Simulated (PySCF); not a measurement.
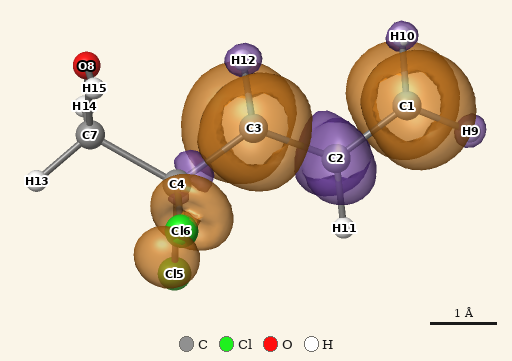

Figure. C$_{5}$H$_{7}$Cl$_{2}$O (SMILES C=C[CH]C(Cl)(Cl)CO) (doublet). Isosurfaces of the spin density (α minus β) at +0.02 (orange) and −0.02 e/Å³ (purple), seen at a tilt.

Geometry: GFN2-xTB.

Theory: PySCF, UKS B3LYP, pcH-1 on C Cl H O, non-relativistic, mean-field spin-orbit, GIAO.

```xyz
15

C     2.3347    1.3811   -0.9709
C     1.6630    0.2914   -0.5008
C     0.3189    0.3058   -0.1691
C    -0.4130   -0.8355    0.3780
Cl    0.1052   -2.3903   -0.3124
Cl   -0.0588   -0.9297    2.1975
C    -1.9358   -0.7131    0.2492
O    -2.4142    0.4631    0.8227
H     3.3807    1.3338   -1.2110
H     1.8348    2.3234   -1.1114
H     2.1998   -0.6411   -0.3836
H    -0.2499    1.2213   -0.2439
H    -2.4063   -1.6024    0.6906
H    -2.1944   -0.6682   -0.8124
H    -2.1694    0.4684    1.7584
```

Question: Where is the unpaired spin?

Answer: The unpaired spin (1 electron) lies mostly on C3 (about 0.4), C1 (about 0.4) and Cl6 (about 0.1), in electrons by Hirshfeld's partition.
